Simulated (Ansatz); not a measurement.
# HS− (hydrosulfide) at wB97X/3-21G

Aim: the energy change on altering one bond length of HS− (hydrosulfide) at wB97X/3-21G, from 2 runs. 

Program for the calculation: Ansatz 0.2.0.

3 further runs of the same task are left out: 2 that didn't finish, 1 set aside as unsound or not needed.

**1. The molecule**

The species is HS− (2 atoms), meant as a singlet with charge -1. As SMILES, `[SH-]`. Geometry: relaxed at PBE0-D4/def2-TZVPD.

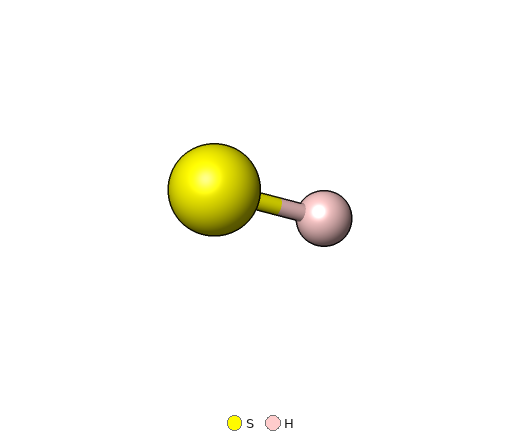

Viewed from a chosen angle; sulfur yellow, hydrogen pink.

**2. A single-point energy at wB97X/3-21G**

The input, run.yaml:

```yaml
crystal:
  periodic: [false, false, false]
  atoms:
    - symbol: S
      position_ang: [0.574700, -0.187900, 0.295500]
    - symbol: H
      position_ang: [-0.574700, 0.187900, -0.295500]
basis:
  gaussian: {orbitals: 3-21G.json}
total_charge: -1
hamiltonian: {xc: {name: wB97X}}
accuracy: high
```

The basis set 3-21G is read from a file made from the Basis Set Exchange's data (not shown).

Launch:

```bash
ansatz run run.yaml --threads 1 --pin off --max-ram 2610MiB --events-out events.jsonl --progress --plain --runs-dir runs
```

What it wrote:

```text
Warning: RAYON_NUM_THREADS=1 ignored (pool sized by the plan → 1); use --threads N
Functional definition: wB97X
  name "wB97X"
  parameter omega = 0.3/bohr
  parameter cx = 0.157706
  parameter cx1 = 0.726479
  parameter cx2 = 1.04760
  parameter cx3 = -5.70635
  parameter cx4 = 13.2794
  parameter css1 = -4.33879
  parameter css2 = 18.2308
  parameter css3 = -31.7430
  parameter css4 = 17.2901
  parameter cos1 = 2.37031
  parameter cos2 = -11.3995
  parameter cos3 = 6.58405
  parameter cos4 = -3.78132
  exchange = spin_sum(e_x_unif_sr(omega)*poly(b97_u_x, 1 - cx, cx1, cx2, cx3, cx4)) + cx*exact_x_sr(omega)
      + exact_x_lr(omega)
  correlation = spin_sum(e_c_pw_same_spin*poly(b97_u_same, 1, css1, css2, css3, css4))
      + integral(e_c_pw_opposite_spin*poly(b97_u_opposite, 1, cos1, cos2, cos3, cos4))
269 factors; integrals over basis functions are off by at most 3.6e-9 eV
103 factors; integrals over basis functions are off by at most 1.8e-9 eV
mean field evaluation 1: about -10797.6765 eV, gradient 9.9e0 eV
mean field evaluation 2: about -10798.0613 eV, gradient 1.7e0 eV
mean field evaluation 4: about -10798.0685 eV, gradient 8.5e-2 eV
mean field evaluation 8: about -10798.0672 eV, gradient 8.7e-4 eV
mean field -10798.06718395 eV, -396.8216498173 hartree, gradient 2.0e-8 eV, S^2 0.000000; 0 other end points of the search recorded, 0 dependent functions left out
reference -10798.06718263 eV, -396.8216497688 hartree; 9, 9 occupied and 6, 6 virtual orbitals, 269 factors
Total energy: -10798.06718263 eV, -396.8216497688 hartree
```

It took 1.5 s on 1 thread of Arm Neoverse V2, shared host; peak memory 0.14 GiB.

**3. The distorted shape at the same level**

The input, in.yaml:

```yaml
crystal:
  periodic: [false, false, false]
  atoms:
    - {symbol: S, position_ang: [0.862085, -0.281862, 0.443268]}
    - {symbol: H, position_ang: [-0.574700, 0.187900, -0.295500]}
basis:
  gaussian:
    orbitals: 3-21G.json
total_charge: -1
hamiltonian:
  xc: {name: wB97X}
accuracy: high
```

The basis set 3-21G is read from a file made from the Basis Set Exchange's data (not shown).

Launch:

```bash
ansatz run in.yaml --threads 1 --pin off --max-ram 2610MiB --events-out events.jsonl --progress --plain --runs-dir runs
```

What it wrote, shortened:

```text
Warning: RAYON_NUM_THREADS=1 ignored (pool sized by the plan → 1); use --threads N
[... 2 set-up lines as earlier in the session ...]
[...]
      + exact_x_lr(omega)
[...]
      + integral(e_c_pw_opposite_spin*poly(b97_u_opposite, 1, cos1, cos2, cos3, cos4))
269 factors; integrals over basis functions are off by at most 3.7e-9 eV
107 factors; integrals over basis functions are off by at most 1.8e-9 eV
[...]
mean field -10797.45909013 eV, -396.7993027818 hartree, gradient 1.6e-8 eV, S^2 0.000000; 0 other end points of the search recorded, 0 dependent functions left out
reference -10797.45908878 eV, -396.7993027320 hartree; 9, 9 occupied and 6, 6 virtual orbitals, 269 factors
Total energy: -10797.45908878 eV, -396.7993027320 hartree
```

It took 1.3 s on 1 thread of Arm Neoverse V2, shared host; peak memory 0.14 GiB.

**4. Results**

Level: wB97X/3-21G.

```
                                                         quantity          value
                                        first shape: total energy  -396.82165 Eh
                                    distorted shape: total energy  -396.79930 Eh
energy change with the S1–H2 bond stretched from 1.346 to 1.682 Å       0.608 eV
```

What this shows: With the S1–H2 bond stretched from 1.346 to 1.682 Å the energy rises by 0.61 eV (58.7 kJ/mol). The first shape isn't relaxed at this level, so the change isn't measured from a minimum.
